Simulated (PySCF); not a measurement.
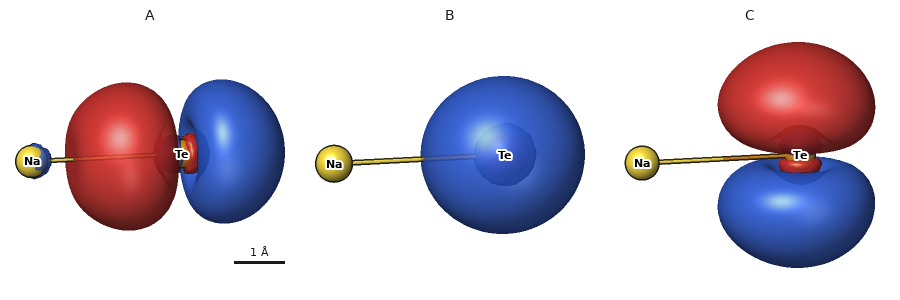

The picture shows: NaTe (charge +1, triplet). Three frontier β-spin orbitals, each drawn at the value that holds 80 % of its norm (blue and red are the two phases), in no order; of a degenerate pair one member is drawn.

Computed with PBE0/x2c-SVPall, spin-free X2C-1e, Gaussian nucleus, at a bond length of 3.152 Å in PySCF 2.14.0.

**Label each orbital by symmetry, say whether it is occupied, and order them by energy.**

Orbital B: σ, occupied in this spin, −20.31 eV; almost wholly on Te.
Orbital A: σ, occupied in this spin, −11.31 eV; mainly on Te (90 %).
Orbital C: π, empty in this spin, −8.60 eV; almost wholly on Te.
